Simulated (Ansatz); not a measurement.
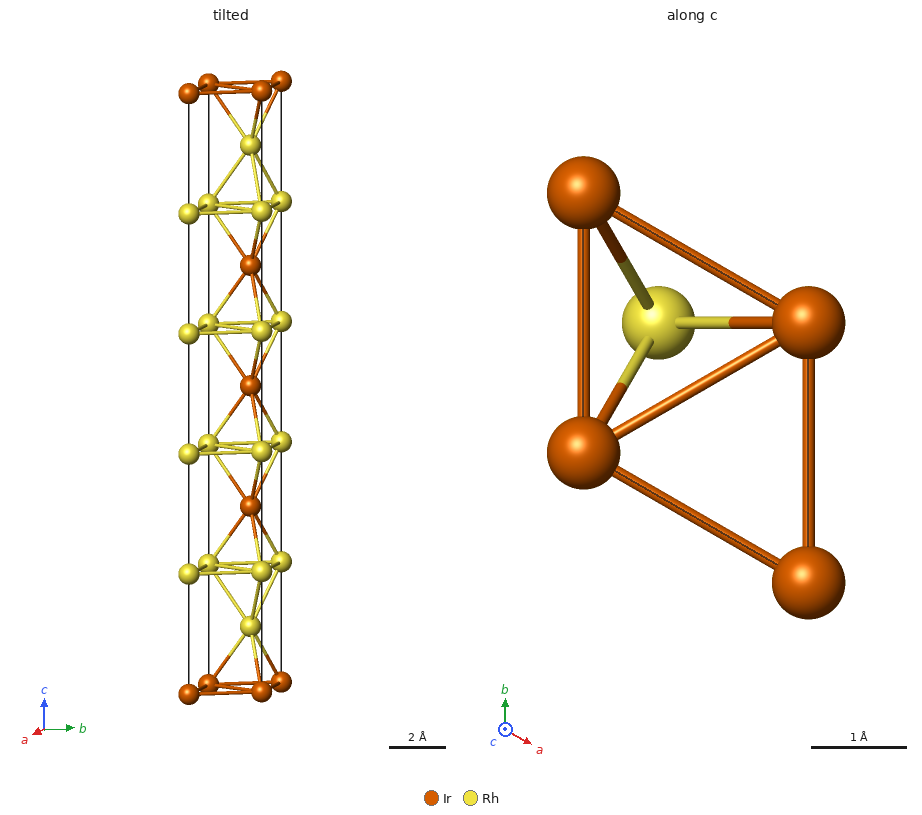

Structure drawing (ball-and-stick), viewed slightly off an axis and along the c axis. Atoms at the boundary of the conventional unit cell (the box) are drawn once for each face, edge or corner they touch.

Ir$_{2}$Rh$_{3}$, space group P-6m2 (No. 187), a = 2.735 Å, b = 2.735 Å, c = 22.035 Å, α = 90.00°, β = 90.00°, γ = 120.00°. The structure was taken from a structure type filled with these elements by a generator (whether the compound takes this form wasn't checked). Earlier steps of the study, as a rule a relaxation of our own, may have changed the cell and positions, so they can lie some per cent off the listed ones. Ansatz was used for an electronic-structure calculation on it.

This one geometry was computed with Ansatz (DFT, plane waves, PAW) at three levels of theory: r2SCAN, PBE and PBEsol.

Which level gives the highest pressure at this volume, and what does that say about its equilibrium volume?

Answer. Highest: PBE (0.0 GPa), which points to the largest equilibrium volume. Lowest, with the smallest volume: PBEsol (-10.7 GPa). Levels within 0.5 GPa of each other can't be told apart.

How does the band gap change with the level of theory?

Answer. All levels give a metal.

Collect the results in a table.

Answer.
| level | cutoff (eV) | k-mesh of the run's cell | gap (eV) | pressure (GPa) |
| --- | --- | --- | --- | --- |
| r2SCAN | 500 | 18×18×2 | metal | -6.7 |
| PBE | 420 | 18×18×2 | metal | 0.0 |
| PBEsol | 420 | 18×18×2 | metal | -10.7 |

Gaps are taken on the k-mesh or band path of each run.
